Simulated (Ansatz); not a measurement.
# Geometry relaxation of SnH₅OF (part 2 of 2)

SnH₅OF; RKS PBE0-D4/def2-SVP (Ansatz 0.2.0). The input holds or restrains some coordinates. It belongs to a series of runs on one base structure; here: pulled along the bonds that form and break, towards end A.

Trajectory as extended XYZ, continued
```
8
Properties=species:S:1:pos:R:3:forces:R:3 step=5 energy=-10667.78659
Sn   -0.1593    0.1676   -0.0363   -0.1746  -0.1135  -0.4261
O    -0.1345    0.1987    1.9467   -0.1501  -0.6996   1.0770
H    -0.8817   -0.1975    2.4403    0.4957   0.3922  -0.6420
H     1.4788    0.1766   -0.4284    0.2586   0.0882  -0.0821
H    -0.9383    1.5925   -0.5641   -0.1174   0.0683  -0.0048
H    -0.9466   -1.2657   -0.5086   -0.1577  -0.0204  -0.1117
F     1.4103   -2.1977    1.1142    0.0620  -0.2336  -0.1682
H     1.1360   -1.5991    1.7606   -0.2166   0.5184   0.3580
8
Properties=species:S:1:pos:R:3:forces:R:3 step=6 energy=-10667.75325 accepted=F
Sn   -0.1965    0.1348   -0.0034    0.5353   0.3073  -1.4130
O    -0.0222    0.1907    1.9688   -0.3132  -0.6860   0.4275
H    -0.8590   -0.2092    2.2419    0.1026   0.1065   0.6257
H     1.4514    0.1929   -0.4560   -0.0745   0.0058  -0.0956
H    -0.9883    1.5931   -0.4725   -0.0528  -0.0820   0.0841
H    -1.0183   -1.2249   -0.6699    0.0046   0.0846   0.3045
F     1.3249   -2.2323    1.2352    0.0116  -0.1203  -0.0636
H     1.2727   -1.5697    1.8801   -0.2135   0.3841   0.1303
8
Properties=species:S:1:pos:R:3:forces:R:3 step=7 energy=-10667.83662
Sn   -0.1561    0.1555   -0.0276   -0.0612   0.0240  -0.6382
O    -0.0970    0.1643    1.9551   -0.3594  -0.6388   0.9121
H    -0.9213   -0.1620    2.3712    0.6451   0.3026  -0.3600
H     1.4871    0.2008   -0.4432    0.0909   0.0355  -0.0540
H    -0.9630    1.5858   -0.5308   -0.0404  -0.0049   0.0365
H    -0.9791   -1.2495   -0.5395   -0.0656   0.0000  -0.0449
F     1.3694   -2.2360    1.1436   -0.0278   0.2132   0.2383
H     1.2247   -1.5835    1.7955   -0.1815   0.0684  -0.0898
8
Properties=species:S:1:pos:R:3:forces:R:3 step=8 energy=-10667.85425
Sn   -0.1546    0.1409   -0.0369   -0.0581   0.0688  -0.6221
O    -0.0928    0.1182    1.9441    0.5967  -0.2497   0.4235
H    -0.9319   -0.0990    2.3494   -0.3059  -0.0653   0.1512
H     1.4899    0.2111   -0.4644    0.0015   0.0081  -0.0312
H    -0.9811    1.5819   -0.4873   -0.0024  -0.0214   0.0153
H    -1.0046   -1.2361   -0.5897    0.0020   0.0010  -0.0186
F     1.3760   -2.2337    1.1684    0.0698  -0.1165  -0.0999
H     1.2638   -1.6078    1.8408   -0.3037   0.3750   0.1818
8
Properties=species:S:1:pos:R:3:forces:R:3 step=9 energy=-10667.86246
Sn   -0.1499    0.1343   -0.0398   -0.0544   0.0535  -0.6327
O    -0.0805    0.0923    1.9398    0.3556  -0.3316   0.5629
H    -0.9408   -0.0232    2.3536   -0.0726   0.0000   0.0333
H     1.4878    0.2317   -0.4875   -0.0056   0.0085  -0.0157
H    -1.0049    1.5676   -0.4589   -0.0039  -0.0014   0.0039
H    -0.9907   -1.2393   -0.6187    0.0146  -0.0008   0.0027
F     1.4052   -2.2259    1.1622    0.0965  -0.2062  -0.2096
H     1.2384   -1.6620    1.8737   -0.3303   0.4781   0.2552
8
Properties=species:S:1:pos:R:3:forces:R:3 step=10 energy=-10667.79774 accepted=F
Sn   -0.1414    0.1165   -0.0417   -0.0200   0.0402  -0.6783
O    -0.0689    0.0293    1.9356   -1.5604  -0.0994   1.5253
H    -0.9685    0.1695    2.3674    1.8262  -0.2905  -0.8839
H     1.4844    0.2703   -0.5250   -0.0433   0.0071   0.0072
H    -1.0471    1.5370   -0.4013    0.0008  -0.0005  -0.0059
H    -0.9586   -1.2563   -0.6651    0.0393   0.0205   0.0351
F     1.4956   -2.2039    1.1302   -0.4742   0.5569   1.1609
H     1.1692   -1.7871    1.9243    0.2316  -0.2343  -1.1602
8
Properties=species:S:1:pos:R:3:forces:R:3 step=11 energy=-10667.86743
Sn   -0.1403    0.1328   -0.0415   -0.0440   0.0688  -0.6418
O    -0.0605    0.0795    1.9368    0.2607  -0.3706   0.6226
H    -0.9276    0.0533    2.3551    0.0010   0.0147  -0.0010
H     1.4854    0.2847   -0.5167   -0.0016   0.0013   0.0027
H    -1.0433    1.5449   -0.4357   -0.0023  -0.0075   0.0011
H    -0.9444   -1.2579   -0.6284    0.0011  -0.0106  -0.0008
F     1.4157   -2.2297    1.1554    0.0665  -0.1207  -0.1052
H     1.1797   -1.7322    1.8992   -0.2815   0.4245   0.1225
8
Properties=species:S:1:pos:R:3:forces:R:3 step=12 energy=-10667.86334 accepted=F
Sn   -0.1342    0.1256   -0.0395   -0.0244   0.0867  -0.6742
O    -0.0515    0.0581    1.9379   -0.2433  -0.3387   0.8535
H    -0.9249    0.1508    2.3573    0.4795  -0.0463  -0.2143
H     1.4864    0.3177   -0.5246   -0.0307  -0.0027   0.0074
H    -1.0758    1.5215   -0.4126    0.0178  -0.0261   0.0041
H    -0.9133   -1.2742   -0.6415    0.0106  -0.0015   0.0097
F     1.4455   -2.2297    1.1419   -0.0958   0.0971   0.2486
H     1.1324   -1.7943    1.9054   -0.1137   0.2315  -0.2349
8
Properties=species:S:1:pos:R:3:forces:R:3 step=13 energy=-10667.86799
Sn   -0.1367    0.1308   -0.0386   -0.0546   0.0468  -0.6507
O    -0.0588    0.0702    1.9395    0.1298  -0.3557   0.6713
H    -0.9291    0.1007    2.3571    0.1382  -0.0027  -0.0563
H     1.4874    0.3018   -0.5143   -0.0040   0.0043   0.0052
H    -1.0599    1.5320   -0.4268    0.0047  -0.0082   0.0014
H    -0.9218   -1.2695   -0.6307    0.0033   0.0060  -0.0001
F     1.4110   -2.2430    1.1466    0.0605  -0.0912  -0.0875
H     1.1725   -1.7475    1.8914   -0.2779   0.4006   0.1167
```

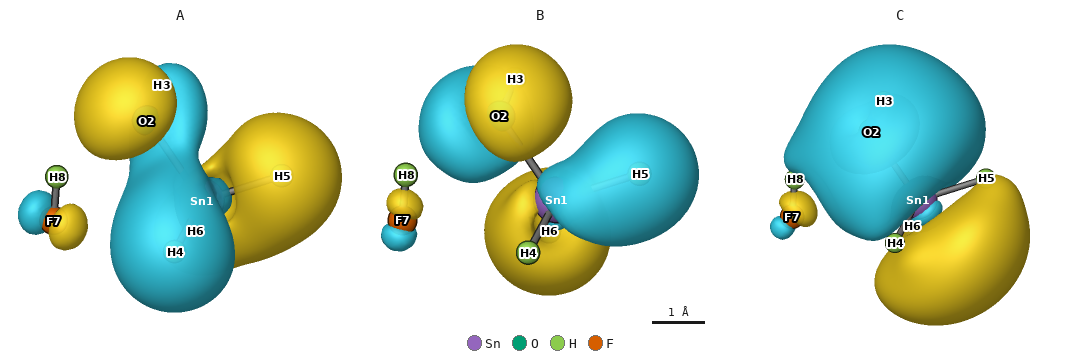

Fig. 1: Three frontier orbitals at ±0.06 Å⁻³ᐟ² (yellow and cyan are the two phases). A is the HOMO−1 (−8.92 eV). By Hirshfeld shares it lies mainly on O2 (30 %), Sn1 (30 %), H4 (15 %) and H5 (15 %). B is the HOMO (−8.25 eV). It lies mainly on O2 (55 %), Sn1 (15 %), H6 (15 %) and H5 (10 %). C is the LUMO (−0.25 eV). It lies mainly on Sn1 (60 %), O2 (15 %) and H3 (10 %). The HOMO–LUMO gap is 8.00 eV between the orbital energies.

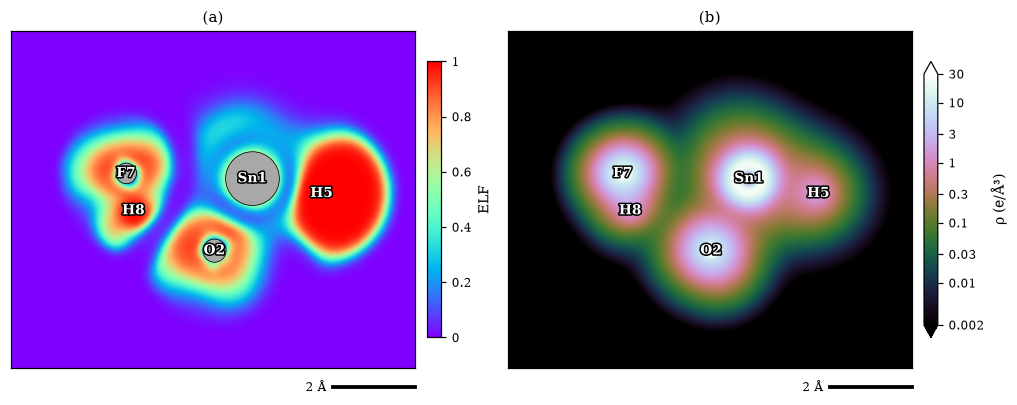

Fig. 2: (a) electron localisation function; (b) electron density on the plane of atoms O2, Sn1 and H5. Grey discs, where drawn, cover atomic cores. F–H (0.93 Å): ρ is about 4.6 e/Å³ halfway, with its minimum of 2.3 e/Å³ about 0.8 Å from F; the ELF climbs to about 1 towards the hydrogen, as it does in any bond to H; a covalent bond by its length. Sn–H (1.72 Å): ρ at the midpoint is about 1.1 e/Å³, with its minimum of 0.72 e/Å³ about 1.1 Å from Sn; the ELF climbs to about 1 towards the hydrogen.

This output came from the following input.

Input
```yaml
crystal:
  periodic: [false, false, false]
  atoms:
    - { symbol: Sn, position_ang: [0.0, 0.0, 0.0] }
    - { symbol: O, position_ang: [0.0, 0.0, 2.31] }
    - { symbol: H, position_ang: [-0.9095, -0.2814, 2.6471] }
    - { symbol: H, position_ang: [1.6408, 0.0, -0.5794] }
    - { symbol: H, position_ang: [-0.8195, 1.4198, -0.5794] }
    - { symbol: H, position_ang: [-0.8195, -1.4198, -0.5794] }
    - { symbol: F, position_ang: [1.1326, -1.7199, 0.6842] }
    - { symbol: H, position_ang: [0.7397, -1.1233, 1.8212] }
basis:
  gaussian: { orbitals: def2-SVP }
hamiltonian:
  xc: pbe0
  dispersion: d4
relax:
  f_tol: 0.15
  max_steps: 25
  restrain:
    - { distance: [0, 6], at: 3.07, k: 30.0 }
    - { distance: [7, 1], at: 2.21, k: 30.0 }
    - { distance: [0, 1], at: 1.96, k: 30.0 }
    - { distance: [7, 6], at: 0.92, k: 30.0 }
output:
  orbitals: {}
```

Launched with:
```bash
ansatz run input.yaml --threads 1 --pin off --max-ram 2048MiB --backend cpu --events-out ev --progress --plain --runs-dir out
```

Summary

- outcome: converged under the restraints of the input
- total energy: −10667.8680 eV
- mean-field energy: −10667.7746 eV
- largest force (length of the vector) at the end, held atoms and coordinates included: 0.771 eV/Å
- hardware: 1 thread of Arm Neoverse V2, 24 GiB of memory available, shared host
- wall time: 41 s
- peak memory: 0.16 GiB
